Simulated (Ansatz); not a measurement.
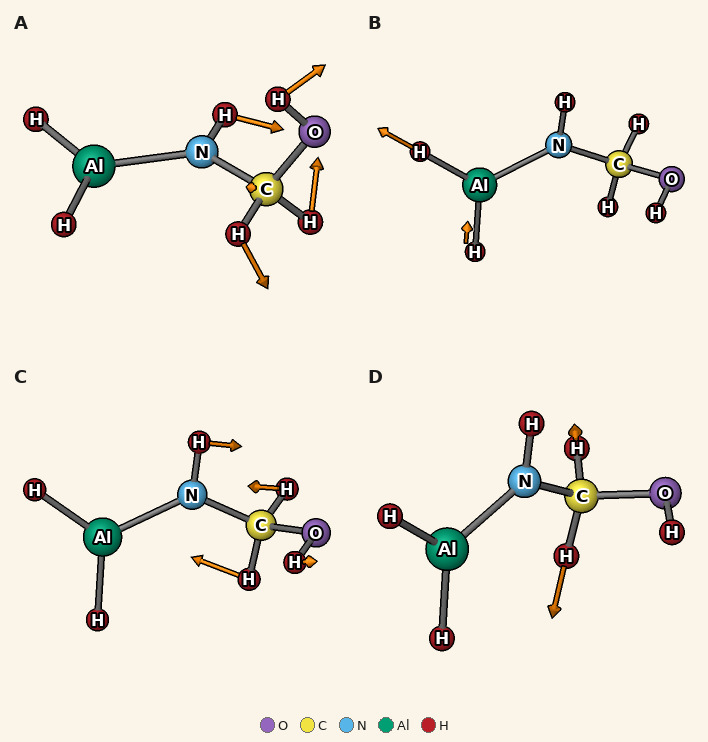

4 normal modes of one molecule or complex, as arrows. Harmonic vibrations computed with RKS PBE0-D4/def2-TZVP (Ansatz 0.2.0) at a stationary point of the same level.

### Match the panels to the wavenumbers 1016 cm⁻¹, 1442 cm⁻¹, 1947 cm⁻¹, 3010 cm⁻¹.

A: 1016 cm⁻¹, angle bending
B: 1947 cm⁻¹, out-of-phase stretching of 2 Al–H bonds
C: 1442 cm⁻¹, angle bending
D: 3010 cm⁻¹, C–H stretching
